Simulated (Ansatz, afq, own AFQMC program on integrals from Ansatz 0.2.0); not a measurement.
**HBrCl (doublet): quantum Monte Carlo beside coupled cluster at distance Cl1–H2 along a hydrogen transfer = 1.428 Å, cc-pVTZ**

How near does AFQMC come to the top of the ladder for HBrCl (doublet)?

The runs use Ansatz 0.2.0, Gaussian basis, and an in-house AFQMC program (afq) on its integrals; all values are calculated; cc-pVTZ, frozen cores.

Plan: PBE (unrestricted); CCSD(T) on UHF; r2SCAN (unrestricted); CCSDT(Q) on UHF; PBE0 (unrestricted); B3LYP (unrestricted); wB97M-V (unrestricted); B2PLYP (unrestricted); Phaseless AFQMC, CISD trial on UHF.

9 further runs of the same task are left out: 1 that didn't finish, 8 set aside as unsound or not needed.

## 1. What is computed

The geometry derives from fragments relaxed apart (PBE0/def2-TZVP) and kept rigid, so it is no stationary point. A hydrogen atom is moved between rigid fragments. No spin-orbit coupling is included. The filled d shell of Br may be among the frozen orbitals whatever the setting's name suggests; the logs give the count.

3 atoms, charge 0, spin multiplicity 2.

Atoms are counted from 1 here; the program's logs count them from 0.

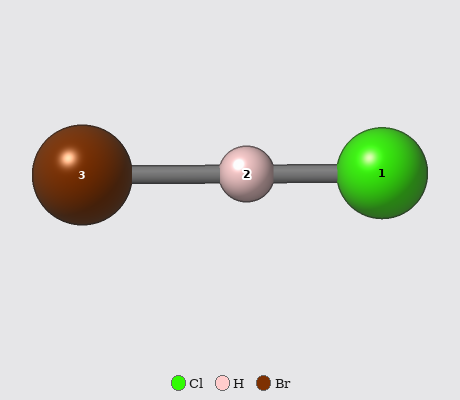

The structure; chlorine green, hydrogen pink, bromine brown; atoms are numbered from 1 in the order of the file.

## 2. PBE (unrestricted)

Input file in.yaml:

```yaml
crystal:
  periodic: [false, false, false]
  atoms:
    - {symbol: Cl, position_ang: [0.000000, 0.000000, -1.528333]}
    - {symbol: H, position_ang: [0.000000, 0.000000, -0.100333]}
    - {symbol: Br, position_ang: [0.000000, 0.000000, 1.628667]}
basis:
  gaussian: {orbitals: cc-pVTZ}
magnetization: {spin_polarized: true, initial_magnetization: 1}
hamiltonian: {xc: {name: PBE}}
output: {orbitals: {seedname: orbitals}}
```

Started as:

```bash
> ansatz run in.yaml --threads 1 --pin off --events-out ev --progress --plain --max-ram 8192MiB --backend cpu
```

The program printed:

```text
Functional definition: PBE
  name "PBE"
  cite "Perdew, Burke & Ernzerhof, Phys. Rev. Lett. 77, 3865 (1996) doi:10.1103/PhysRevLett.77.3865"
  parent pbe
  parameter kappa = 0.804
  parameter beta = 0.06672455060314922
  exchange = pbe_x(kappa = kappa, mu = beta*pi^2/3)
  correlation = pbe_c(beta = beta)
707 factors; their error is unknown
mean field evaluation 1: about -82568.8698 eV, gradient 1.4e1 eV
mean field evaluation 2: about -82559.4645 eV, gradient 3.8e1 eV
mean field evaluation 4: about -82567.7686 eV, gradient 1.6e1 eV
mean field evaluation 8: about -82570.1509 eV, gradient 5.2e-1 eV
mean field evaluation 16: about -82570.1411 eV, gradient 2.4e-3 eV
mean field evaluation 32: about -82569.7223 eV, gradient 2.4e-2 eV
mean field evaluation 64: about -82570.0847 eV, gradient 6.5e-1 eV
mean field evaluation 96: about -82569.9919 eV, gradient 6.6e-1 eV
mean field -82570.14109379 eV, -3034.3967171448 hartree, gradient 9.1e-6 eV, S^2 0.751669; 11 other end points of the search recorded, 0 dependent functions left out
reference -82570.14112291 eV, -3034.3967182152 hartree; 27, 26 occupied and 64, 65 virtual orbitals, 707 factors
Total energy: -82570.14112291 eV, -3034.3967182152 hartree
```

It took 14 s on 1 thread of AMD EPYC 7R13 (Zen 3), shared host; peak memory 1.7 GiB.

From the report: ⟨S²⟩ of the determinant 0.752 (pure doublet: 0.75).

## 3. CCSD(T) on UHF

in.yaml: that of step 2 with these lines changed.

```diff
@@ -9,3 +9,2 @@
 magnetization: {spin_polarized: true, initial_magnetization: 1}
-hamiltonian: {xc: {name: PBE}}
-output: {orbitals: {seedname: orbitals}}
+correlation: {method: ccsd_t, electrons: outside_noble_gas, hamiltonian_folder: ham}
```

Started as:

```bash
> ansatz run in.yaml --threads 1 --pin off --events-out ev --progress --plain --max-ram 24576MiB --backend cuda --devices 0, --max-vram 18GiB
```

The program printed, shortened:

```text
Functional definition: HF
  name "HF"
  cite "Fock, Z. Phys. 61, 126 (1930) doi:10.1007/BF01340294"
  parent pbe
[...]
559 factors; integrals over basis functions are off by at most 1.1e-3 eV
[...]
mean field -82518.89543992 eV, -3032.5134741007 hartree, gradient 3.0e-6 eV, S^2 0.791656; 10 other end points of the search recorded, 0 dependent functions left out
determinant -82518.89543992 eV, -3032.5134741007 hartree, with singles and doubles -82529.50738379 eV, -3032.9034558450 hartree
determinant -82518.79849403 eV, -3032.5099114052 hartree, with singles and doubles -82529.31570113 eV, -3032.8964116373 hartree
determinant -82517.54460868 eV, -3032.4638319683 hartree, with singles and doubles -82527.96128200 eV, -3032.8466376523 hartree
determinant -82518.89543992 eV, -3032.5134741007 hartree, with singles and doubles -82529.50774309 eV, -3032.9034690491 hartree
determinant -82518.79849403 eV, -3032.5099114052 hartree, with singles and doubles -82529.31859896 eV, -3032.8965181304 hartree
19 core orbitals not correlated: weight in the atoms' cores, before any rotation towards them, 1.000 or more for the frozen orbitals, at most 0.000 for the correlated occupied ones
reference -82518.89543992 eV, -3032.5134741007 hartree; 8, 7 occupied and 64, 65 virtual orbitals, 559 factors
second order -9.55547149 eV of doubles, -0.00000000 eV of singles
cycle   1  -10.61229686 eV  change    6.3e-6 eV  update   1.8e-6
perturbative correction -0.40257137 eV, -0.0147942251 hartree
Total energy: -82529.91030815 eV, -3032.9182630422 hartree
```

Wall time 32 s (1 × NVIDIA H100 80GB HBM3 with 1 thread of AMD EPYC 7R13 (Zen 3), shared host); peak host memory 1.7 GiB.

From the report: ⟨S²⟩ of the determinant 0.792 (pure doublet: 0.75); correlation -11.0149 eV; T1 0.013; largest double amplitude 0.06.

This run also writes the integrals to the folder ham.

## 4. r2SCAN (unrestricted)

in.yaml: that of step 3 with these lines changed.

```diff
@@ -9,2 +9,2 @@
 magnetization: {spin_polarized: true, initial_magnetization: 1}
-correlation: {method: ccsd_t, electrons: outside_noble_gas, hamiltonian_folder: ham}
+hamiltonian: {xc: {name: r2SCAN}}
```

Started as:

```bash
> ansatz run in.yaml --threads 1 --pin off --events-out ev --progress --plain --max-ram 8192MiB --backend cpu
```

The program printed, shortened:

```text
Functional definition: r2SCAN
  name "r2SCAN"
  cite "Furness, Kaplan, Ning, Perdew & Sun, J. Phys. Chem. Lett. 11, 8208 (2020) doi:10.1021/acs.jpclett.0c02405"
  cite "Furness, Kaplan, Ning, Perdew & Sun, J. Phys. Chem. Lett. 11, 9248 (2020) doi:10.1021/acs.jpclett.0c03077"
  parent r2scan
[...]
707 factors; their error is unknown
[...]
mean field -82584.41476567 eV, -3034.9212649114 hartree, gradient 2.9e-6 eV, S^2 0.756033; 13 other end points of the search recorded, 0 dependent functions left out
reference -82584.41477391 eV, -3034.9212652144 hartree; 27, 26 occupied and 64, 65 virtual orbitals, 707 factors
Total energy: -82584.41477391 eV, -3034.9212652144 hartree
```

Wall time 48 s (1 thread of AMD EPYC 7R13 (Zen 3), shared host); peak memory 1.7 GiB.

From the report: ⟨S²⟩ of the determinant 0.756 (pure doublet: 0.75).

## 5. CCSDT(Q) on UHF

in.yaml: that of step 4 with these lines changed.

```diff
@@ -9,2 +9,2 @@
 magnetization: {spin_polarized: true, initial_magnetization: 1}
-hamiltonian: {xc: {name: r2SCAN}}
+correlation: {method: ccsdt_q, electrons: outside_noble_gas}
```

Started as:

```bash
> ansatz run in.yaml --threads 1 --pin off --events-out ev --progress --plain --max-ram 24576MiB --backend cuda --devices 0, --max-vram 18GiB
```

The program printed, shortened:

```text
Functional definition: HF
  name "HF"
  cite "Fock, Z. Phys. 61, 126 (1930) doi:10.1007/BF01340294"
  parent pbe
[...]
1005 factors; integrals over basis functions are off by at most 2.5e-7 eV
[...]
mean field -82518.89545686 eV, -3032.5134747235 hartree, gradient 3.2e-6 eV, S^2 0.791656; 9 other end points of the search recorded, 0 dependent functions left out
determinant -82518.89545686 eV, -3032.5134747235 hartree, with singles and doubles -82529.50740268 eV, -3032.9034565391 hartree
determinant -82518.79851369 eV, -3032.5099121274 hartree, with singles and doubles -82529.31572232 eV, -3032.8964124157 hartree
determinant -82517.54462847 eV, -3032.4638326956 hartree, with singles and doubles -82527.96130561 eV, -3032.8466385199 hartree
determinant -82518.89545686 eV, -3032.5134747235 hartree, with singles and doubles -82529.50776176 eV, -3032.9034697352 hartree
determinant -82518.79851369 eV, -3032.5099121274 hartree, with singles and doubles -82529.31861976 eV, -3032.8965188950 hartree
19 core orbitals not correlated: weight in the atoms' cores, before any rotation towards them, 1.000 or more for the frozen orbitals, at most 0.000 for the correlated occupied ones
reference -82518.89545686 eV, -3032.5134747235 hartree; 8, 7 occupied and 64, 65 virtual orbitals, 1005 factors
second order -9.55551131 eV of doubles, -0.00000000 eV of singles
cycle   1  -10.31514389 eV  change   -7.6e-1 eV  update   8.0e-2
[...]
cycle  15  -11.04660132 eV  change   -4.4e-7 eV  update   8.9e-7
perturbative correction -0.01772425 eV, -0.0006513543 hartree
Total energy: -82529.95978244 eV, -3032.9200811887 hartree
```

Wall time 38 s (1 × NVIDIA H100 80GB HBM3 with 1 thread of AMD EPYC 7R13 (Zen 3), shared host); peak host memory 1.7 GiB.

From the report: ⟨S²⟩ of the determinant 0.792 (pure doublet: 0.75); correlation -11.0643 eV; T1 0.014; largest double amplitude 0.07.

## 6. PBE0 (unrestricted)

in.yaml: that of step 5 with these lines changed.

```diff
@@ -9,2 +9,3 @@
 magnetization: {spin_polarized: true, initial_magnetization: 1}
-correlation: {method: ccsdt_q, electrons: outside_noble_gas}
+hamiltonian: {xc: {name: PBE0}}
+output: {orbitals: {seedname: orbitals}}
```

Started as:

```bash
> ansatz run in.yaml --threads 1 --pin off --events-out ev --progress --plain --max-ram 8192MiB --backend cpu
```

The program printed, shortened:

```text
Functional definition: PBE0
  name "PBE0"
  cite "Adamo & Barone, J. Chem. Phys. 110, 6158 (1999) doi:10.1063/1.478522"
  cite "Perdew, Burke & Ernzerhof, Phys. Rev. Lett. 77, 3865 (1996) doi:10.1103/PhysRevLett.77.3865"
  parent pbe
[...]
559 factors; integrals over basis functions are off by at most 1.1e-3 eV
[...]
mean field -82573.43160808 eV, -3034.5176413147 hartree, gradient 7.5e-6 eV, S^2 0.758170; 3 other end points of the search recorded, 0 dependent functions left out
reference -82573.43162969 eV, -3034.5176421088 hartree; 27, 26 occupied and 64, 65 virtual orbitals, 559 factors
Total energy: -82573.43162969 eV, -3034.5176421088 hartree
```

Run time: 13 s. Hardware: 1 thread of AMD EPYC 7R13 (Zen 3), shared host; peak memory 1.7 GiB.

From the report: ⟨S²⟩ of the determinant 0.758 (pure doublet: 0.75).

## 7. B3LYP (unrestricted)

in.yaml: that of step 6 with these lines changed.

```diff
@@ -9,3 +9,2 @@
 magnetization: {spin_polarized: true, initial_magnetization: 1}
-hamiltonian: {xc: {name: PBE0}}
-output: {orbitals: {seedname: orbitals}}
+hamiltonian: {xc: {name: B3LYP}}
```

The command is unchanged.

The program printed, shortened:

```text
Functional definition: B3LYP
  name "B3LYP"
  cite "Stephens, Devlin, Chabalowski & Frisch, J. Phys. Chem. 98, 11623 (1994) doi:10.1021/j100096a001"
  cite "Becke, Phys. Rev. A 38, 3098 (1988) doi:10.1103/PhysRevA.38.3098"
  cite "Lee, Yang & Parr, Phys. Rev. B 37, 785 (1988) doi:10.1103/PhysRevB.37.785"
  cite "Vosko, Wilk & Nusair, Can. J. Phys. 58, 1200 (1980) doi:10.1139/p80-159"
[...]
559 factors; integrals over basis functions are off by at most 1.1e-3 eV
[...]
mean field -82587.00730141 eV, -3035.0165388427 hartree, gradient 1.2e-6 eV, S^2 0.756093; 5 other end points of the search recorded, 0 dependent functions left out
reference -82587.00750893 eV, -3035.0165464690 hartree; 27, 26 occupied and 64, 65 virtual orbitals, 559 factors
Total energy: -82587.00750893 eV, -3035.0165464690 hartree
```

Wall time 16 s (1 thread of AMD EPYC 7R13 (Zen 3), shared host); peak memory 1.7 GiB.

From the report: ⟨S²⟩ of the determinant 0.756 (pure doublet: 0.75).

## 8. wB97M-V (unrestricted)

in.yaml: that of step 7 with these lines changed.

```diff
@@ -9,2 +9,3 @@
 magnetization: {spin_polarized: true, initial_magnetization: 1}
-hamiltonian: {xc: {name: B3LYP}}
+hamiltonian: {xc: {name: wB97M-V}}
+output: {orbitals: {seedname: orbitals}}
```

Same command.

The program printed, shortened:

```text
Functional definition: wB97M-V
  name "wB97M-V"
  cite "Mardirossian & Head-Gordon, J. Chem. Phys. 144, 214110 (2016) doi:10.1063/1.4952647"
  cite "Becke, J. Chem. Phys. 107, 8554 (1997) doi:10.1063/1.475007"
  cite "Vydrov & Van Voorhis, J. Chem. Phys. 133, 244103 (2010) doi:10.1063/1.3521275"
  # Of w^i u^j: cxij and so on, Table III.
[...]
  gx(w, u) = 1 - cx + cx01*u + cx10*w
  gss(w, u) = css00 + css04*u^4 + css10*w + css20*w^2 + css43*w^4*u^3
  gos(w, u) = cos00 + cos10*w + (cos20 + cos21*u)*w^2 + (cos60 + cos61*u)*w^6
[...]
      + integral(e_c_pw_mod_opposite_spin*gos(b97_w_opposite, b97_u_opposite)) + vv10(b, c)
559 factors; integrals over basis functions are off by at most 1.1e-3 eV
113 factors; integrals over basis functions are off by at most 8.4e-5 eV
[...]
mean field -82580.93512025 eV, -3034.7933903008 hartree, gradient 5.5e-6 eV, S^2 0.758034; 1 other end points of the search recorded, 0 dependent functions left out
reference -82580.93515069 eV, -3034.7933914196 hartree; 27, 26 occupied and 64, 65 virtual orbitals, 559 factors
Total energy: -82580.93515069 eV, -3034.7933914196 hartree
```

Run time: 19 s. Hardware: 1 thread of AMD EPYC 7R13 (Zen 3), shared host; peak memory 1.7 GiB.

From the report: ⟨S²⟩ of the determinant 0.758 (pure doublet: 0.75).

## 9. B2PLYP (unrestricted)

in.yaml: that of step 8 with these lines changed.

```diff
@@ -9,3 +9,3 @@
 magnetization: {spin_polarized: true, initial_magnetization: 1}
-hamiltonian: {xc: {name: wB97M-V}}
-output: {orbitals: {seedname: orbitals}}
+hamiltonian: {xc: {name: B2PLYP}}
+correlation: {electrons: outside_noble_gas}
```

Launched as before.

The program printed, shortened:

```text
Functional definition: B2PLYP
  name "B2PLYP"
  cite "Grimme, J. Chem. Phys. 124, 034108 (2006) doi:10.1063/1.2148954"
  cite "Becke, Phys. Rev. A 38, 3098 (1988) doi:10.1103/PhysRevA.38.3098"
  cite "Lee, Yang & Parr, Phys. Rev. B 37, 785 (1988) doi:10.1103/PhysRevB.37.785"
[...]
559 factors; integrals over basis functions are off by at most 1.1e-3 eV
[...]
mean field -82567.55899489 eV, -3034.3018267606 hartree, gradient 1.6e-6 eV, S^2 0.767182; 3 other end points of the search recorded, 0 dependent functions left out
19 core orbitals not correlated: weight in the atoms' cores, before any rotation towards them, 1.000 or more for the frozen orbitals, at most 0.000 for the correlated occupied ones
reference -82567.55912765 eV, -3034.3018316393 hartree; 8, 7 occupied and 64, 65 virtual orbitals, 559 factors
second order -11.67718992 eV of doubles, -0.00000000 eV of singles
Total energy: -82570.71196892 eV, -3034.4176964192 hartree
```

Run time: 13 s. Hardware: 1 thread of AMD EPYC 7R13 (Zen 3), shared host; peak memory 1.7 GiB.

From the report: ⟨S²⟩ of the determinant 0.767 (pure doublet: 0.75).

## 10. Phaseless AFQMC, CISD trial on UHF

It reads the integrals that the CCSD(T) run on this determinant wrote.

Started as:

```bash
> afq ham --method phaseless --trial cisd --walkers 2500 --populations 20 --least-time 60 --time-step 0.005 --steps-per-block 50 --equilibration-blocks 28 --max-blocks 4000 --target-error 0.00023 --factor-cut 1e-05 --start spin_pure --seed 5627 --release-times 0.24,0.51,0.99,1.5 --release-step 0.03 --release-every 4 --taylor-order 6
```

The program printed:

```text
orbitals 72  electrons 8 7  factors 490 of 559
reference energy -3032.51347410 Eh
CCSD correlation -0.38999462 Eh in 10 cycles, weight of the determinant in the CISD state 0.8533
energy of the start -3032.900695 Eh
 block  time / (1/Eh)  mean weight  energy / Eh
     1     0.250  0.9998  -3032.894872
     2     0.500  0.9998  -3032.901202
     3     0.750  0.9996  -3032.906854
     4     1.000  0.9992  -3032.910857
     5     1.250  1.0003  -3032.912751
     6     1.500  1.0000  -3032.915485
     7     1.750  1.0001  -3032.916928
     8     2.000  0.9998  -3032.917397
     9     2.250  1.0001  -3032.918640
    10     2.500  1.0000  -3032.919042
    11     2.750  0.9999  -3032.919548
    12     3.000  0.9999  -3032.920227
    13     3.250  1.0000  -3032.919878
    14     3.500  0.9998  -3032.919771
    15     3.750  1.0000  -3032.919668
    16     4.000  1.0000  -3032.920498
    17     4.250  1.0005  -3032.919968
    18     4.500  1.0001  -3032.920578
    19     4.750  1.0002  -3032.919204
    20     5.000  0.9998  -3032.919213
    21     5.250  1.0001  -3032.919629
    22     5.500  0.9999  -3032.919243
    23     5.750  1.0002  -3032.919110
    24     6.000  1.0005  -3032.920133
    25     6.250  1.0000  -3032.920710
    26     6.500  0.9998  -3032.919890
    27     6.750  0.9996  -3032.920435
    28     7.000  1.0001  -3032.919734
    29     7.250  1.0002  -3032.918925
    30     7.500  1.0003  -3032.919034
    31     7.750  1.0000  -3032.919297
    32     8.000  1.0000  -3032.919975
    33     8.250  1.0000  -3032.919025
    34     8.500  0.9997  -3032.919978
    35     8.750  0.9994  -3032.919567
    36     9.000  1.0001  -3032.919043
    37     9.250  1.0001  -3032.918574
    38     9.500  0.9998  -3032.917668
    39     9.750  1.0004  -3032.919131
    40    10.000  0.9999  -3032.919153
    41    10.250  0.9993  -3032.917321
    42    10.500  0.9999  -3032.917554
    43    10.750  1.0000  -3032.917015
    44    11.000  1.0005  -3032.918562
    45    11.250  1.0000  -3032.918782
    46    11.500  0.9998  -3032.917574
    47    11.750  1.0000  -3032.917410
    48    12.000  0.9998  -3032.917231
    49    12.250  0.9998  -3032.919757
    50    12.500  0.9999  -3032.919937
    51    12.750  1.0002  -3032.919025
    52    13.000  1.0000  -3032.919523
    53    13.250  1.0002  -3032.918632
    54    13.500  1.0001  -3032.919521
    55    13.750  0.9999  -3032.920825
    56    14.000  0.9997  -3032.920204
    57    14.250  1.0003  -3032.920077
    58    14.500  1.0001  -3032.920116
    59    14.750  1.0001  -3032.919386
    60    15.000  1.0002  -3032.919860
    61    15.250  0.9996  -3032.920292
    62    15.500  0.9997  -3032.920613
    63    15.750  1.0002  -3032.919276
    64    16.000  0.9999  -3032.919301
    65    16.250  1.0000  -3032.919050
    66    16.500  1.0003  -3032.919293
    67    16.750  0.9999  -3032.919245
    68    17.000  0.9997  -3032.920248
    69    17.250  1.0002  -3032.919655
    70    17.500  0.9998  -3032.919804
    71    17.750  1.0000  -3032.920145
    72    18.000  0.9999  -3032.919650
    73    18.250  1.0004  -3032.918681
    74    18.500  1.0000  -3032.920361
    75    18.750  0.9999  -3032.919055
    76    19.000  0.9997  -3032.918842
    77    19.250  0.9997  -3032.919985
    78    19.500  1.0002  -3032.920552
error from the spread of 20 populations
released: time / (1/Eh)  energy / Eh  error  mean overlap
  0.24  -3032.919509  0.000153  1.0008
  0.51  -3032.919574  0.000197  1.0006
  0.99  -3032.919443  0.000256  1.0023
  1.50  -3032.919887  0.000234  0.9984
energy -3032.919235 +/- 0.000196 Eh
```

Run time: 63 s. Hardware: 1 × NVIDIA H100 80GB HBM3 with 2 threads of AMD EPYC 7R13 (Zen 3), shared host; peak host memory 1.7 GiB.

Energy -82529.9367 ± 0.0053 eV. Caveats: constraint bias not in the error.

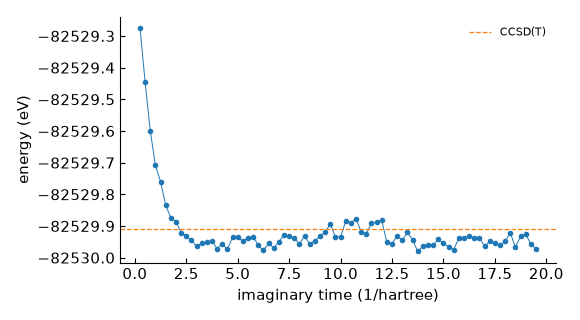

Block energies along the walk.

## 11. AFQMC on the ladder

On the UHF determinant, counted from CCSDT(Q) (a yardstick, not exact):

| level | energy (eV) | from CCSDT(Q) (meV) | statistical error (meV) | time |
| --- | --- | --- | --- | --- |
| HF | -82518.8954 | +11064.3 |  |  |
| MP2 | -82528.4509 | +1508.9 |  |  |
| CCSD | -82529.5077 | +452.0 |  |  |
| CCSD(T) | -82529.9103 | +49.5 |  |  |
| CCSDT(Q) | -82529.9598 | 0.0 |  |  |
| Phaseless AFQMC, CISD trial, step 0.005, 2500 walkers | -82529.9367 | +23.0 | 5.3 | 63 s |

The functionals' totals stand on their own zeros and serve differences with other points: PBE -82570.141 eV; r2SCAN -82584.415 eV; PBE0 -82573.432 eV; B3LYP -82587.008 eV; wB97M-V -82580.935 eV; B2PLYP -82570.712 eV.

## 12. Summary of results

| quantity | value |
| --- | --- |
| CCSD(T) on UHF from CCSDT(Q) | +49.5 meV |
| Phaseless AFQMC, CISD trial on UHF from CCSDT(Q) | +23.0 ± 5.3 meV |

What this shows: On UHF the phaseless walk with the CISD trial lies +23.0 meV from CCSDT(Q), 4 times its error bar. Error bars are statistical and leave out the constraint, the time step and what remains of the start.
